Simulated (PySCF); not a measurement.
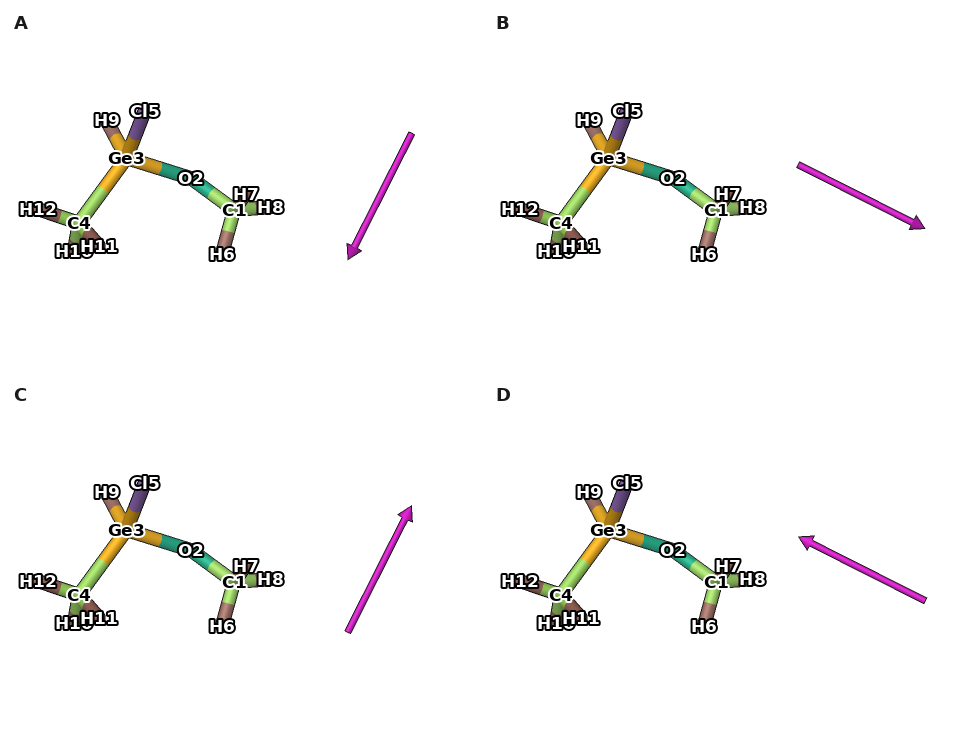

The same molecule four times, each with an arrow. The computed structure is the end point of a GFN2-xTB optimisation. No frequency run is at hand to confirm it as a minimum. Method: ωB97X-D/def2-SVPD, gas phase (PySCF 2.14.0).

Which arrow points along the dipole moment, from the negative to the positive end?

A. The dipole moment is 2.19 D; it points from the side of Cl5 to the side of H10 (the outermost atoms at the two ends).

The geometry is semi-empirical. Around Ge such bond lengths and angles can be off by a tenth of an ångström or more and by several degrees, and values that hang on the shape move with them.
